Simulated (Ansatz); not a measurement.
The figure comes from a scan of In2Ge2O7 (space group C2/m): a phonon pattern at Γ is frozen into a 11-atom cell, Q being the largest atomic displacement. All values below come from LDA (plane waves to 420 eV, PAW, scalar-relativistic; Ansatz, an electronic-structure program). k mesh 5×5×6 (Γ-centred), fixed occupations. In2Ge2O7 was relaxed with its symmetry unable to fall. 

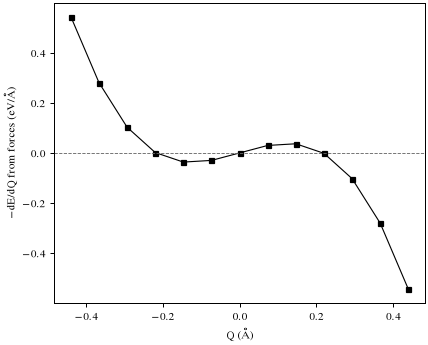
Figure. −dE/dQ from forces (eV/Å) against Q (Å); markers are the computed points, lines only join them.

### Question
Read the plotted values off the figure, to the accuracy that the plot allows.

### Answer
To the nearest 0.02:

```json
[
 {"Q (Å)": "-0.440", "−dE/dQ from forces (eV/Å)": "0.54"},
 {"Q (Å)": "-0.367", "−dE/dQ from forces (eV/Å)": "0.28"},
 {"Q (Å)": "-0.293", "−dE/dQ from forces (eV/Å)": "0.10"},
 {"Q (Å)": "-0.220", "−dE/dQ from forces (eV/Å)": "0.00"},
 {"Q (Å)": "-0.147", "−dE/dQ from forces (eV/Å)": "-0.04"},
 {"Q (Å)": "-0.073", "−dE/dQ from forces (eV/Å)": "-0.02"},
 {"Q (Å)": "0.000", "−dE/dQ from forces (eV/Å)": "0.00"},
 {"Q (Å)": "0.073", "−dE/dQ from forces (eV/Å)": "0.02"},
 {"Q (Å)": "0.147", "−dE/dQ from forces (eV/Å)": "0.04"},
 {"Q (Å)": "0.220", "−dE/dQ from forces (eV/Å)": "0.00"},
 {"Q (Å)": "0.293", "−dE/dQ from forces (eV/Å)": "-0.10"},
 {"Q (Å)": "0.367", "−dE/dQ from forces (eV/Å)": "-0.28"},
 {"Q (Å)": "0.440", "−dE/dQ from forces (eV/Å)": "-0.54"}
]
```

(For displaced atoms, the force is minus the slope of the energy, and its curvature is a force constant, which sets phonon frequencies.)
